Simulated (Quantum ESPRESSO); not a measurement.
# Carrying a functional's shift from two faces of Au to a third

Method. Quantum ESPRESSO 7.5 (pw.x, pp.x), GBRV ultrasoft files, cold smearing of 0.02 Ry; slabs at the tabulated lattice constant, relaxed under PBE by Ansatz 0.2.0; both functionals on the same atoms. Work functions in eV.

```
 face  area an atom (Å²)    PBE       LDA
(111)               7.21  5.332     5.747
(100)               8.32  5.048     5.472
(110)              11.77  4.958  withheld
```

One more run was made and is withheld. What does LDA give for (110)?

**Worked estimate.** The shifts from PBE are 5.747 − 5.332 = +0.415 eV and 5.472 − 5.048 = +0.424 eV, +0.420 eV in the mean. A rigid shift gives 4.958 + (+0.420) = 5.378 eV.

**The withheld run.** 5.364 eV; the estimate misses by +0.014 eV. The shift is rigid within 0.03 eV, so differences between faces carry over. The measured value for this face is 5.16 eV (“Anisotropic work function of elemental crystals” (2019, arxiv:1902.07811)), on a surface that reconstructs.

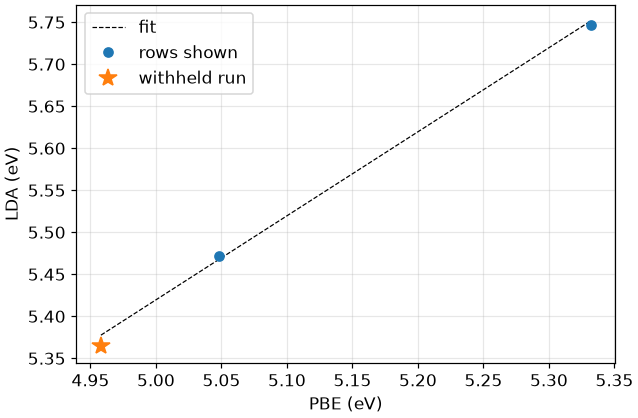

The rows shown, the fit and the withheld run.

**Limits.** Thin, unreconstructed slabs; thickness and mesh leave some 0.05 to 0.1 eV open, which largely cancels in the shift.

[Logs are printed without paths, hosts, clocks, repeated set-up lines and the standing remarks that a program may print on its own settings, such as how far it seeks lower states.]
